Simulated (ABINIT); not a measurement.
# Quasiparticle gap of MoS2 (P6_3/mmc) in ABINIT, part 2 of 3

How does a plane-wave GW calculation on MoS2 (P6_3/mmc) run from the first input to the gap?

ABINIT 10.8.3; PBE and many-body steps on it, plane waves. Known limits of the many-body steps: not at the basis limit; screening head approximate; coarse k mesh.

So far. Step 2 (Ground state): The gap is indirect, with the least direct gap 0.74 eV higher.

The database entry behind the starting cell differs from later determinations by our own check (about 0.3 % long), so it need not match the best structure at ambient conditions.

## (3) Bands along the symmetry lines

Level of this step: DFT, PBE with spin-orbit coupling, plane waves, norm-conserving pseudopotentials (ABINIT).

The cheap functional maps the bands first; the places of the edges decide which points the dearer methods must see.

File run.abi:

```
acell 3*1.0 Angstrom
rprim 
  3.169000000004 -0.000000000001 0.000000000000
  -1.584500000001 2.744434504597 0.000000000000
  0.000000000000 0.000000000000 12.324000000000
ntypat 2
znucl 42 16
natom 6
typat 1 1 2 2 2 2
xred 
  0.333333333333 0.666666666667 0.250000000000
  0.666666666667 0.333333333333 0.750000000000
  0.333333333333 0.666666666667 0.623000000000
  0.666666666667 0.333333333333 0.123000000000
  0.333333333333 0.666666666667 0.877000000000
  0.666666666667 0.333333333333 0.377000000000
pp_dirpath "pseudos"
pseudos "Mo.upf, S.upf"
ecut 36
nspinor 2
iscf -2
irdden 1
kptopt 0
nkpt 39
kpt 
  0.00000000 0.00000000 0.00000000
  0.12500000 0.00000000 0.00000000
  0.25000000 0.00000000 0.00000000
  0.37500000 0.00000000 0.00000000
  0.50000000 0.00000000 0.00000000
  0.45833333 0.08333333 0.00000000
  0.41666666 0.16666666 0.00000000
  0.37500000 0.25000000 0.00000000
  0.33333333 0.33333333 0.00000000
  0.25000000 0.25000000 0.00000000
  0.16666666 0.16666666 0.00000000
  0.08333333 0.08333333 0.00000000
  0.00000000 0.00000000 0.00000000
  0.00000000 0.00000000 0.12500000
  0.00000000 0.00000000 0.25000000
  0.00000000 0.00000000 0.37500000
  0.00000000 0.00000000 0.50000000
  0.12500000 0.00000000 0.50000000
  0.25000000 0.00000000 0.50000000
  0.37500000 0.00000000 0.50000000
  0.50000000 0.00000000 0.50000000
  0.45833333 0.08333333 0.50000000
  0.41666666 0.16666666 0.50000000
  0.37500000 0.25000000 0.50000000
  0.33333333 0.33333333 0.50000000
  0.25000000 0.25000000 0.50000000
  0.16666666 0.16666666 0.50000000
  0.08333333 0.08333333 0.50000000
  0.00000000 0.00000000 0.50000000
  0.50000000 0.00000000 0.50000000
  0.50000000 0.00000000 0.37500000
  0.50000000 0.00000000 0.25000000
  0.50000000 0.00000000 0.12500000
  0.50000000 0.00000000 0.00000000
  0.33333333 0.33333333 0.50000000
  0.33333333 0.33333333 0.37500000
  0.33333333 0.33333333 0.25000000
  0.33333333 0.33333333 0.12500000
  0.33333333 0.33333333 0.00000000
istwfk *1
nband 68
nbdbuf 6
tolwfr 1e-08
nstep 40
prtwf 0
prtvol 0
indata_prefix "in"
outdata_prefix "out"
tmpdata_prefix "tmp"
```

Started as:

```sh
$ OMP_NUM_THREADS=1 mpirun -n 4 abinit run.abi > log
```

Numbers of over 12 decimals in the logs are rounded to 6 here.

The program printed:

```text
.Version 10.8.3 of ABINIT. v10.8.2 released Aug 2026.

 Symmetries : space group P6_3/m m c (#194); Bravais hP (primitive hexag.)
[... echo of the input left out ...]
== DATASET  1 ==================================================================
-   mpi_nproc: 4, omp_nthreads: 1 (-1 if OMP is not activated)

--- !DatasetInfo
iteration_state: {dtset: 1, }
dimensions: {natom: 6, nkpt: 39, mband: 68, nsppol: 1, nspinor: 2, nspden: 1, mpw: 7496, }
cutoff_energies: {ecut:  36.0, pawecutdg:  -1.0, }
electrons: {nelect:   5.20000000E+01, charge:   0.00000000E+00, occopt:   1.00000000E+00, tsmear:   1.00000000E-02, }

 Real(R)+Recip(G) space primitive vectors, cartesian coordinates (Bohr,Bohr^-1):
 R(1)=  5.9885421  0.0000000  0.0000000  G(1)=  0.1669856  0.0964092  0.0000000
 R(2)= -2.9942710  5.1862296  0.0000000  G(2)=  0.0000000  0.1928183  0.0000000
 R(3)=  0.0000000  0.0000000 23.2889848  G(3)=  0.0000000  0.0000000  0.0429388
 Unit cell volume ucvol=  7.2330822E+02 bohr^3
 Angles (23,13,12)=  9.00000000E+01  9.00000000E+01  1.20000000E+02 degrees

 getcut: wavevector=  0.0000  0.0000  0.0000  ngfft=  36  36 128
         ecut(hartree)=     36.000   => boxcut(ratio)=   2.03490

--- Pseudopotential description ------------------------------------------------
- Mo Generated using ONCVPSP code by D. R. Hamann
- 42.00000  14.00000  171115                  znucl, zion, pspdat
12 -101130 2 -1 1640                          pspcod,pspxc,lmax,lloc,mmax
     nproj     2     3     3     0
     spin-orbit psp
        nprojso     4     3     0
  pspatm : epsatm=   15.96843678
         --- l  ekb(1:nproj) -->
             0    1.348928   13.831236
             1    8.003512    1.134258    0.001091
             2    2.783951    0.972883    0.000593
  spin-orbit 1    0.257035   -0.239939    0.020648   -0.000319
  spin-orbit 2    0.129060    0.015016   -0.010908
 pspatm: atomic psp has been read  and splines computed

- S Generated using ONCVPSP code by D. R. Hamann
- 16.00000   6.00000  180416                  znucl, zion, pspdat
12 -101130 2 -1 1146                          pspcod,pspxc,lmax,lloc,mmax
     nproj     2     3     2     0
     spin-orbit psp
        nprojso     3     3     0
  pspatm : epsatm=    9.02154350
         --- l  ekb(1:nproj) -->
             0    0.574336    6.763597
             1    3.228904    0.888476    0.000329
             2   -3.547470   -0.986489
  spin-orbit 1    0.096764   -0.027776    0.009511
  spin-orbit 2    0.001615    0.000361   -0.000189
 pspatm: atomic psp has been read  and splines computed

--------------------------------------------------------------------------------

================================================================================
 prteigrs : about to open file out_EIG
 Non-SCF case, kpt    1 (  0.00000  0.00000  0.00000), residuals and eigenvalues=
[...]
4.2939E-01  4.2939E-01
[...]
Non-SCF case, kpt   38 (  0.33333  0.33333  0.12500), residuals and eigenvalues=
[...]
4.6658E-01  4.6659E-01
 Non-SCF case, kpt   39 (  0.33333  0.33333  0.00000), residuals and eigenvalues=
[...]
3.4867E-01  3.4867E-01  3.7796E-01  3.7796E-01  4.1116E-01  4.1116E-01
  4.1619E-01  4.1619E-01  4.1712E-01  4.1712E-01  4.6382E-01  4.6382E-01
  4.6688E-01  4.6689E-01

--- !ResultsGS
iteration_state: {dtset: 1, }
comment   : Summary of ground state results
lattice_vectors:
- [  5.9885421,  -0.0000000,   0.0000000, ]
- [ -2.9942710,   5.1862296,   0.0000000, ]
- [  0.0000000,   0.0000000,  23.2889848, ]
lattice_lengths: [   5.98854,    5.98854,   23.28898, ]
lattice_angles: [ 90.000,  90.000, 120.000, ] # degrees, (23, 13, 12)
lattice_volume:   7.2330822E+02
convergence: {deltae:  0.000E+00, res2:  0.000E+00, residm:  9.998E-09, diffor:  0.000E+00, }
etotal    :  -1.84884908E+02
entropy   :   0.00000000E+00
fermie    :   3.10209693E-01
cartesian_stress_tensor: null
pressure_GPa: null
xred      :
- [  3.3333E-01,   6.6667E-01,   2.5000E-01, Mo]
- [  6.6667E-01,   3.3333E-01,   7.5000E-01, Mo]
- [  3.3333E-01,   6.6667E-01,   6.2300E-01,  S]
- [  6.6667E-01,   3.3333E-01,   1.2300E-01,  S]
- [  3.3333E-01,   6.6667E-01,   8.7700E-01,  S]
- [  6.6667E-01,   3.3333E-01,   3.7700E-01,  S]
cartesian_forces: null
force_length_stats: {min: null, max: null, mean: null, }

 Integrated electronic density in atomic spheres:
 ------------------------------------------------
 Atom  Sphere_radius  Integrated_density
[...]
================================================================================

 ----iterations are completed or convergence reached----

 Mean square residual over all n,k,spin=   55.407E-10; max=  99.978E-10
 reduced coordinates (array xred) for    6 atoms
[...]
0.333333333333      0.666666666667      0.877000000000
       0.666666666667      0.333333333333      0.377000000000

 cartesian coordinates (angstrom) at end:
[...]
length scales=  1.889726125908  1.889726125908  1.889726125908 bohr
              =  1.000000000000  1.000000000000  1.000000000000 angstroms
 prteigrs : about to open file out_EIG
 Eigenvalues (hartree) for nkpt=  39  k points:
 kpt#   1, nband= 68, wtk=  1.00000, kpt=  0.0000  0.0000  0.0000 (reduced coord)
[...]
kpt#   2, nband= 68, wtk=  1.00000, kpt=  0.1250  0.0000  0.0000 (reduced coord)
[...]
kpt#   3, nband= 68, wtk=  1.00000, kpt=  0.2500  0.0000  0.0000 (reduced coord)
[...]
kpt#  38, nband= 68, wtk=  1.00000, kpt=  0.3333  0.3333  0.1250 (reduced coord)
[...]
0.46353    0.46354    0.46658    0.46659
 kpt#  39, nband= 68, wtk=  1.00000, kpt=  0.3333  0.3333  0.0000 (reduced coord)
[...]
0.28098    0.28098    0.28901    0.28901    0.34861    0.34861    0.34867    0.34867
   0.37796    0.37796    0.41116    0.41116    0.41619    0.41619    0.41712    0.41712
   0.46382    0.46382    0.46688    0.46689

== END DATASET(S) ==============================================================
================================================================================

 -outvars: echo values of variables after computation  --------
            nband          68
             nkpt          39
          spgroup         194
 [... the other variables as echoed above ...]

 Calculation completed.
```

Wall time 6.4 min (4 MPI ranks of Arm Neoverse V1, shared host); peak memory 0.95 GiB; 26 min of CPU time.

Numbers from this step:

- gap: 0.8830 eV
- k of the valence top: 0, 0, 0
- k of the conduction bottom: 0.1667, 0.1667, 0
- least direct gap: 1.622 eV

The gap is 0.883 eV, as in the run before at this level.

The electronic bands at the labelled points (eV, zero at the top of the highest filled band):

```
    point  band 49  band 50  band 51  band 52  band 53  band 54  band 55  band 56
        Γ    -1.14    -1.14     0.00     0.00     2.05     2.05     2.08     2.08
        M    -1.39    -1.39    -1.27    -1.27     1.59     1.59     1.64     1.64
        K    -0.80    -0.80    -0.58    -0.58     1.04     1.04     1.05     1.05
        Γ    -1.14    -1.14     0.00     0.00     2.05     2.05     2.08     2.08
        A    -0.27    -0.27    -0.27    -0.27     2.06     2.06     2.06     2.06
        L    -1.33    -1.33    -1.33    -1.33     1.61     1.61     1.61     1.61
        H    -0.77    -0.77    -0.62    -0.62     1.05     1.05     1.05     1.05
        A    -0.27    -0.27    -0.27    -0.27     2.06     2.06     2.06     2.06
jump to L    -1.33    -1.33    -1.33    -1.33     1.61     1.61     1.61     1.61
        M    -1.39    -1.39    -1.27    -1.27     1.59     1.59     1.64     1.64
jump to H    -0.77    -0.77    -0.62    -0.62     1.05     1.05     1.05     1.05
        K    -0.80    -0.80    -0.58    -0.58     1.04     1.04     1.05     1.05
```

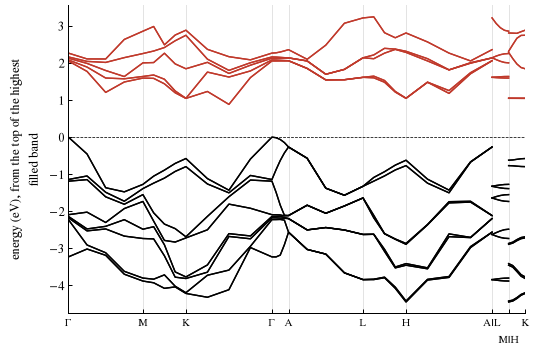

Electronic bands along the path; lines of filled and empty bands in two colours.

## (4) Empty states on the mesh, 3×3×1 mesh, 268 bands

The sums over transitions need many empty states on a uniform mesh; this step solves for them.

File run.abi:

```
acell 3*1.0 Angstrom
rprim 
  3.169000000004 -0.000000000001 0.000000000000
  -1.584500000001 2.744434504597 0.000000000000
  0.000000000000 0.000000000000 12.324000000000
ntypat 2
znucl 42 16
natom 6
typat 1 1 2 2 2 2
xred 
  0.333333333333 0.666666666667 0.250000000000
  0.666666666667 0.333333333333 0.750000000000
  0.333333333333 0.666666666667 0.623000000000
  0.666666666667 0.333333333333 0.123000000000
  0.333333333333 0.666666666667 0.877000000000
  0.666666666667 0.333333333333 0.377000000000
pp_dirpath "pseudos"
pseudos "Mo.upf, S.upf"
ecut 36
nspinor 2
ngkpt 3 3 1
nshiftk 1
shiftk 0 0 0
kptopt 1
chksymbreak 0
iscf -2
irdden 1
istwfk *1
nband 268
nbdbuf 24
tolwfr 1e-09
nstep 60
prtvol 0
indata_prefix "in"
outdata_prefix "out"
tmpdata_prefix "tmp"
```

Started as:

```sh
$ OMP_NUM_THREADS=1 mpirun -n 3 abinit run.abi > log
```

The program printed:

```text
.Version 10.8.3 of ABINIT. v10.8.2 released Aug 2026.

 Symmetries : space group P6_3/m m c (#194); Bravais hP (primitive hexag.)
[... echo of the input left out ...]
== DATASET  1 ==================================================================
-   mpi_nproc: 3, omp_nthreads: 1 (-1 if OMP is not activated)

--- !DatasetInfo
iteration_state: {dtset: 1, }
dimensions: {natom: 6, nkpt: 3, mband: 268, nsppol: 1, nspinor: 2, nspden: 1, mpw: 7476, }
cutoff_energies: {ecut:  36.0, pawecutdg:  -1.0, }
electrons: {nelect:   5.20000000E+01, charge:   0.00000000E+00, occopt:   1.00000000E+00, tsmear:   1.00000000E-02, }

 Real(R)+Recip(G) space primitive vectors, cartesian coordinates (Bohr,Bohr^-1):
 R(1)=  5.9885421  0.0000000  0.0000000  G(1)=  0.1669856  0.0964092  0.0000000
 R(2)= -2.9942710  5.1862296  0.0000000  G(2)=  0.0000000  0.1928183  0.0000000
 R(3)=  0.0000000  0.0000000 23.2889848  G(3)=  0.0000000  0.0000000  0.0429388
 Unit cell volume ucvol=  7.2330822E+02 bohr^3
 Angles (23,13,12)=  9.00000000E+01  9.00000000E+01  1.20000000E+02 degrees

 getcut: wavevector=  0.0000  0.0000  0.0000  ngfft=  36  36 128
         ecut(hartree)=     36.000   => boxcut(ratio)=   2.03490

--- Pseudopotential description ------------------------------------------------
- Mo Generated using ONCVPSP code by D. R. Hamann
- 42.00000  14.00000  171115                  znucl, zion, pspdat
12 -101130 2 -1 1640                          pspcod,pspxc,lmax,lloc,mmax
     nproj     2     3     3     0
     spin-orbit psp
        nprojso     4     3     0
  pspatm : epsatm=   15.96843678
         --- l  ekb(1:nproj) -->
             0    1.348928   13.831236
             1    8.003512    1.134258    0.001091
             2    2.783951    0.972883    0.000593
  spin-orbit 1    0.257035   -0.239939    0.020648   -0.000319
  spin-orbit 2    0.129060    0.015016   -0.010908
 pspatm: atomic psp has been read  and splines computed

- S Generated using ONCVPSP code by D. R. Hamann
- 16.00000   6.00000  180416                  znucl, zion, pspdat
12 -101130 2 -1 1146                          pspcod,pspxc,lmax,lloc,mmax
     nproj     2     3     2     0
     spin-orbit psp
        nprojso     3     3     0
  pspatm : epsatm=    9.02154350
         --- l  ekb(1:nproj) -->
             0    0.574336    6.763597
             1    3.228904    0.888476    0.000329
             2   -3.547470   -0.986489
  spin-orbit 1    0.096764   -0.027776    0.009511
  spin-orbit 2    0.001615    0.000361   -0.000189
 pspatm: atomic psp has been read  and splines computed

--------------------------------------------------------------------------------

================================================================================
 prteigrs : about to open file out_EIG
 Non-SCF case, kpt    1 (  0.00000  0.00000  0.00000), residuals and eigenvalues=
  1.34E-10  3.24E-10  2.01E-10  2.55E-10  1.12E-10  4.34E-10  3.91E-10  7.61E-10
  2.30E-10  8.94E-10  2.22E-10  3.30E-10  2.60E-10  9.74E-10  2.17E-10  4.29E-10
  1.92E-10  5.07E-10  2.10E-10  6.15E-10  7.30E-10  7.92E-10  6.98E-10  8.98E-10
[...]
-1.9498E+00 -1.9498E+00 -1.9498E+00 -1.9498E+00 -1.0578E+00 -1.0578E+00
 -1.0578E+00 -1.0578E+00 -9.6872E-01 -9.6872E-01 -9.6872E-01 -9.6872E-01
 -9.6276E-01 -9.6276E-01 -9.6276E-01 -9.6276E-01 -2.3947E-01 -2.3947E-01
[...]
1.9877E+00  1.9877E+00  1.9895E+00  1.9895E+00  2.0074E+00  2.0074E+00
  2.0090E+00  2.0090E+00  2.0272E+00  2.0272E+00  2.0381E+00  2.0381E+00
[...]
prteigrs : prtvol=0 or 1, do not print more k-points.

--- !ResultsGS
iteration_state: {dtset: 1, }
comment   : Summary of ground state results
lattice_vectors:
- [  5.9885421,  -0.0000000,   0.0000000, ]
- [ -2.9942710,   5.1862296,   0.0000000, ]
- [  0.0000000,   0.0000000,  23.2889848, ]
lattice_lengths: [   5.98854,    5.98854,   23.28898, ]
lattice_angles: [ 90.000,  90.000, 120.000, ] # degrees, (23, 13, 12)
lattice_volume:   7.2330822E+02
convergence: {deltae:  0.000E+00, res2:  0.000E+00, residm:  9.990E-10, diffor:  0.000E+00, }
etotal    :  -1.84884908E+02
entropy   :   0.00000000E+00
fermie    :   3.10209693E-01
cartesian_stress_tensor: null
pressure_GPa: null
xred      :
- [  3.3333E-01,   6.6667E-01,   2.5000E-01, Mo]
- [  6.6667E-01,   3.3333E-01,   7.5000E-01, Mo]
- [  3.3333E-01,   6.6667E-01,   6.2300E-01,  S]
- [  6.6667E-01,   3.3333E-01,   1.2300E-01,  S]
- [  3.3333E-01,   6.6667E-01,   8.7700E-01,  S]
- [  6.6667E-01,   3.3333E-01,   3.7700E-01,  S]
cartesian_forces: null
force_length_stats: {min: null, max: null, mean: null, }

 Integrated electronic density in atomic spheres:
 ------------------------------------------------
 Atom  Sphere_radius  Integrated_density
[...]
================================================================================

 ----iterations are completed or convergence reached----

 Mean square residual over all n,k,spin=   47.297E-11; max=  99.900E-11
 reduced coordinates (array xred) for    6 atoms
[...]
0.333333333333      0.666666666667      0.877000000000
       0.666666666667      0.333333333333      0.377000000000

 cartesian coordinates (angstrom) at end:
[...]
6      1.584500     0.914812     4.646148
 length scales=  1.889726125908  1.889726125908  1.889726125908 bohr
              =  1.000000000000  1.000000000000  1.000000000000 angstroms
 prteigrs : about to open file out_EIG
 Eigenvalues (hartree) for nkpt=   3  k points:
 kpt#   1, nband=268, wtk=  0.11111, kpt=  0.0000  0.0000  0.0000 (reduced coord)
[...]
1.98296    1.98296    1.98635    1.98635    1.98765    1.98765    1.98946    1.98946
   2.00736    2.00736    2.00898    2.00898    2.02718    2.02718    2.03805    2.03806
   2.07766    2.07864    2.08329    2.08425
 prteigrs : prtvol=0 or 1, do not print more k-points.

== END DATASET(S) ==============================================================
================================================================================

 -outvars: echo values of variables after computation  --------
            nband         268
             nkpt           3
          spgroup         194
 [... the other variables as echoed above ...]

 Calculation completed.
```

The job ended after 4.6 min (3 MPI ranks; peak memory 0.49 GiB; 14 min of CPU time).

This step gave:

* gap: 1.045 eV
* k of the valence top: 0, 0, 0
* k of the conduction bottom: 0.3333, 0.3333, 0
* least direct gap: 1.622 eV
* k points computed: 3
* lowest point of the top converged band, above the valence top: 42.26 eV

On this mesh the gap is 1.045 eV. The earlier step found 0.883 eV, so this mesh misses an edge.

## (5) Screening, 3×3×1 mesh, 244 bands, screening to 119.7 eV

The RPA dielectric matrix is built and inverted for each q.

This step: RPA screening on PBE with spin-orbit coupling, plane waves, norm-conserving pseudopotentials.

Changes to run.abi since step 4:

```diff
@@ -25,10 +25,11 @@
 chksymbreak 0
-iscf -2
-irdden 1
 istwfk *1
-nband 268
-nbdbuf 24
-tolwfr 1e-09
-nstep 60
-prtvol 0
+occopt 1
+irdwfk 1
+optdriver 3
+nband 244
+ecuteps 4.4
+inclvkb 0
+awtr 1
+symchi 1
 indata_prefix "in"
```

Started as:

```sh
$ OMP_NUM_THREADS=1 mpirun -n 4 abinit run.abi > log
```

The program printed:

```text
.Version 10.8.3 of ABINIT. v10.8.2 released Aug 2026.

 Symmetries : space group P6_3/m m c (#194); Bravais hP (primitive hexag.)
[... echo of the input left out ...]
== DATASET  1 ==================================================================
-   mpi_nproc: 4, omp_nthreads: 1 (-1 if OMP is not activated)

--- !DatasetInfo
iteration_state: {dtset: 1, }
dimensions: {natom: 6, nkpt: 3, mband: 244, nsppol: 1, nspinor: 2, nspden: 1, mpw: 7476, }
cutoff_energies: {ecut:  36.0, pawecutdg:  -1.0, }
electrons: {nelect:   5.20000000E+01, charge:   0.00000000E+00, occopt:   1.00000000E+00, tsmear:   1.00000000E-02, }

 SCREENING: Calculation of the susceptibility and dielectric matrices

 Based on a program developped by R.W. Godby, V. Olevano, G. Onida, and L. Reining.
 Incorporated in ABINIT by V. Olevano, G.-M. Rignanese, and M. Torrent.
.Using double precision arithmetic ; gwpc =  8

[... cell and pseudopotentials left out ...]
--------------------------------------------------------------------------------

 ==== K-mesh for the wavefunctions ====
 Number of points in the irreducible wedge :     3
[... list of points left out ...]
 Together with 24 symmetry operations and time-reversal symmetry
 yields     9 points in the full Brillouin Zone.

 ==== Q-mesh for the screening function ====
 Number of points in the irreducible wedge :     3
[... list of points left out ...]
 Together with 24 symmetry operations and time-reversal symmetry
 yields     9 points in the full Brillouin Zone.

 setmesh: FFT mesh size selected  =    20x   20x   90
          total number of points  =        36000

 vcoul_init : cutoff-mode = AUXILIARY_FUNCTION
 q-points for optical limit:   1
     1)      0.000010    0.000020    0.000030

- screening: taking advantage of time-reversal symmetry
- Maximum band index for partially occupied states nbvw = 52
- Remaining bands to be divided among processors   nbcw = 192
- Number of bands treated by each node ~48

 Number of electrons calculated from density =   52.0000; Expected =   52.0000
 average of density, n =  0.071892
 r_s =    1.4919
 omega_plasma =   25.8640 [eV]

 calculating chi0 at frequencies [eV] :
  1    0.000000E+00    0.000000E+00
  2    0.000000E+00    2.586399E+01

--------------------------------------------------------------------------------
  q-point number  1        q = ( 0.000000, 0.000000, 0.000000) [r.l.u.]
--------------------------------------------------------------------------------
[... chi0 elements left out ...]
 For q-point:  0.000010 0.000020 0.000030
  dielectric constant =  19.2520
  dielectric constant without local fields =  21.8557

  Average fulfillment of the sum rule on Im[epsilon] for q-point    1 :     72.30  [%]
[... wings left out ...]
  q-point number  2        q = ( 0.333333, 0.000000, 0.000000) [r.l.u.]
--------------------------------------------------------------------------------
[... chi0 elements left out ...]
  Average fulfillment of the sum rule on Im[epsilon] for q-point    2 :     68.25  [%]

 [... 1 further q-points ...]
```

Wall time 71 s (4 MPI ranks); peak memory 1.9 GiB.

This step gave:

| Property | Result |
| --- | --- |
| ε∞ with local fields, on this mesh, along the program's q direction | 19.25 |
| the same without local fields | 21.86 |
| plasma frequency | 25.86 eV |
| plane waves in the screening matrix | 315 |

Local fields lower ε∞ by 12 %. On a Γ-centred mesh this coarse the value itself is usually too large, while a short band sum pulls it down.

(Continued in part 3 of 3.)

[Paths, hosts, dates, memory and timing lines, banners, echoed tables and standing remarks are left out of the program output.]

[Logs are printed without paths, hosts, clocks, repeated set-up lines and the standing remarks that a program may print on its own settings, such as how far it seeks lower states.]

[Runs of the session that timed out or met a known fault of the program may be left out.]

[Hosts, paths, dates, database ids (printed as entryN), source tags and the programs' standing remarks are cut or masked in the printed files.]

[G0W0 gaps are taken among the corrected bands and points alone; a level outside them can change the order at an edge.]

[Where Ansatz stands beside ABINIT at settings called matched, ABINIT's density can come from a denser mesh and the files from another edition; pairs whose starting gaps differed by over 0.03 eV were left out, so agreement reads better than it is.]
